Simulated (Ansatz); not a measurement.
System: HF···H (doublet).

```csv
atom,x (Å),y (Å),z (Å)
H,0.1946,0.2370,0.1196
F,0.7327,0.9186,0.4779
H,-0.9273,-1.1556,-0.5975
```

Method: UKS BLYP/def2-TZVP (Ansatz 0.2.0).

> What can the converged electron density, electron localisation function and spin density tell about the bonding?

H1···H3 (1.93 Å): the density falls to about 0.08 e/Å³ on the way; the ELF dips to about 0.10 between them.
F–H (0.94 Å): the density is about 4.4 e/Å³ at the midpoint; the ELF climbs to about 1 towards the hydrogen, as it does in any bond to H: an ordinary covalent bond to hydrogen.
The unpaired spin (1 electron) lies mostly on H3 (about 0.9), in electrons by Hirshfeld's partition.

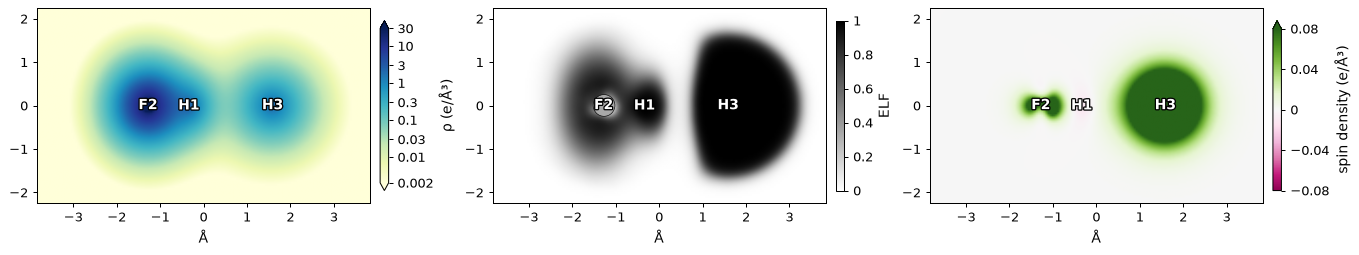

Computed electron density, electron localisation function and spin density on a plane that holds the molecular axis, in this order. Grey discs cover the atomic cores in the ELF map. 
